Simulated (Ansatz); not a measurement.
# Fields on a plane of LaF3 (space group P6_3/mmc)

```
LaF3
1.0
    4.07650     0.00000     0.00000
   -2.03825     3.53035     0.00000
    0.00000     0.00000     7.20695
La F
2 6
Cartesian
  2.03825   1.17678   1.80174
  0.00000   2.35357   5.40521
  0.00000   2.35357   3.01972
  2.03825   1.17678   4.18723
  2.03825   1.17678   6.62319
  0.00000   2.35357   0.58376
  0.00000   0.00000   5.40521
  0.00000   0.00000   1.80174
```

The slice is a (1 -1 0 0) plane (indices of the conventional cell) through the point (0.333, 0.667, 0.419) (fractional), spanned by u = [110] and v = [001] in vectors of this cell: u (4.08 Å) and v (7.21 Å, at 90° to u). It covers one period; positions are fractions (u, v).

Atoms on it: La at (0.00, 0.33); F at (0.00, 0.00); F at (0.00, 0.66).

Level of theory: LDA (plane waves to 420 eV, PAW, scalar-relativistic; Ansatz, a quantum-chemistry and plane-wave program). k mesh 9×9×5. Inside the PAW spheres the values are not all-electron values, and peaks at nuclei hang on which shells count as valence. LaF3 is run without spin polarisation. LaF3 was relaxed with its symmetry unable to fall. This is one of several known forms of LaF3; the measured ambient cells at hand have space group No. 165.

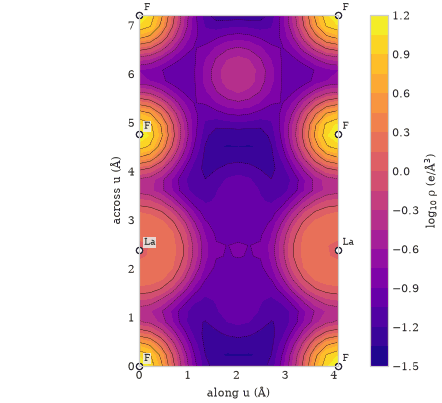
*Log₁₀ of the valence density in e/Å³, one period of the plane, atoms marked. The scale is logarithmic, as a density can span decades between atoms and voids.*

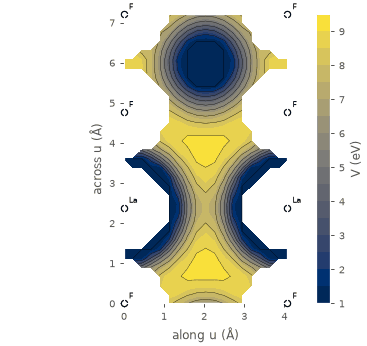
Fig. 1. Electrostatic potential energy of an electron, from the cell's mean, in eV, one period of the plane, atoms marked. Points within 1 Å of a nucleus are left white, as the pseudised field means little there. Values under 1 eV are set to 1. The zero, the cell's mean, hangs on the PAW cores.

The density on the La–F line (2.39 Å) at its density minimum, 1.3 Å from La is 0.39 e/Å³ and the ELF at that point is 0.1.
